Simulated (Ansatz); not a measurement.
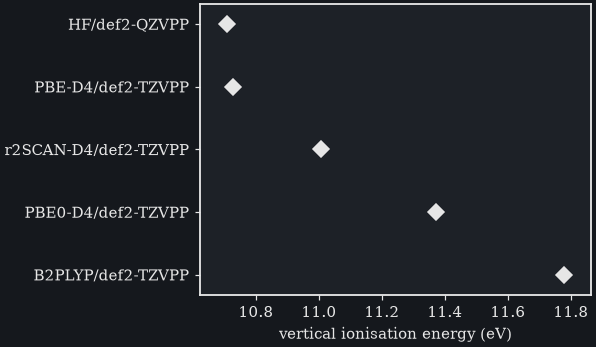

Vertical ionisation energy of GeH₃O₂Cl, SMILES [OH][GeH]([OH])[Cl], singlet, taken as the energy of the cation less that of the neutral at fixed geometry (unrestricted doublet cation, cores frozen in correlated methods, no spin-orbit coupling), the Ansatz code, at a PBE0-D4/def2-TZVP geometry (a minimum by its frequencies).

Q: What range do the values span?

A: From 10.71 eV (HF/def2-QZVPP) to 11.78 eV (B2PLYP/def2-TZVPP).

Q: Give the values.

A:
```
               level     eV
       HF/def2-QZVPP  10.71
   PBE-D4/def2-TZVPP  10.73
r2SCAN-D4/def2-TZVPP  11.01
  PBE0-D4/def2-TZVPP  11.37
   B2PLYP/def2-TZVPP  11.78
```

Limits of at least one run: no scalar relativity up to krypton; outer-core shells are correlated without core-valence functions, which makes the correlated values less sure.
